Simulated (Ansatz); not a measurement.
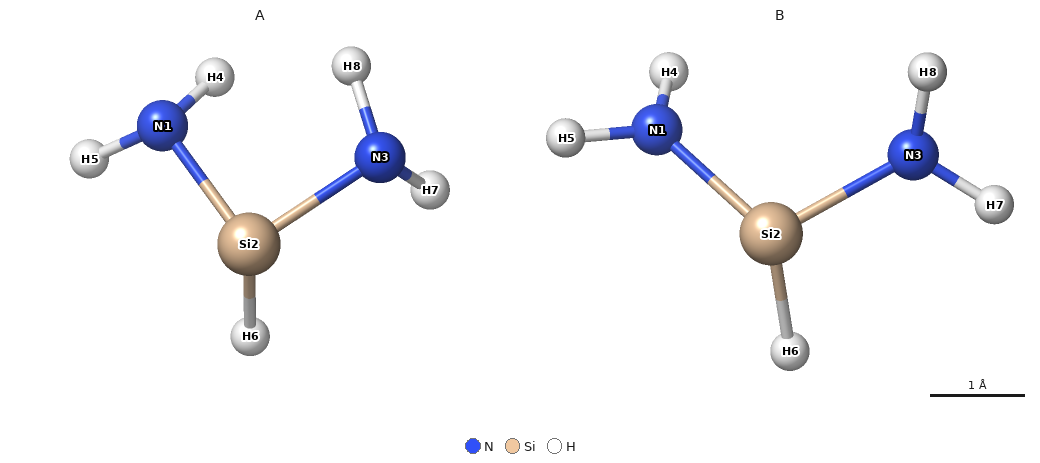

Two geometries of SiN$_{2}$H$_{5}$ (multiplicity 2), drawn at one scale. One is the start of a relaxation, the other its converged end. The picture is a ball-and-stick view, seen face on.

All numbers below come from UKS B3LYP/def2-SVP in Ansatz. Set-up: collinear spin; force threshold 0.015 eV/Å; at most 40 steps.

Which one is relaxed?

Answer. Structure B is the relaxed one. The run prepares an end point of a later path (torsion) calculation, from a guessed geometry. Over 12 accepted moves (14 points after the start) the energy falls by 175.0 kJ/mol. Largest force component: 5 eV/Å at the start, 0.0071 eV/Å at the end. The line search rejected the trial steps at points 7, 8 of the run. H4 moves most after the best rigid fit: 0.89 Å. By element the largest moves are H 0.89 Å, N 0.43 Å, Si 0.32 Å. Near-neighbour distances that change, for instance: N1–Si2 1.639 → 1.732 Å, Si2–N3 1.684 → 1.742 Å, N3–H8 1.074 → 1.017 Å, N1–H5 1.069 → 1.013 Å. Bond angles that change, for instance: Si2–N1–H4 105.7° → 122.6°, N1–Si2–N3 90.8° → 105.7°, Si2–N1–H5 109.6° → 122.5°. Cost: 49 s on 1 thread of Arm Neoverse V1 (shared host), peak memory 0.16 GiB.
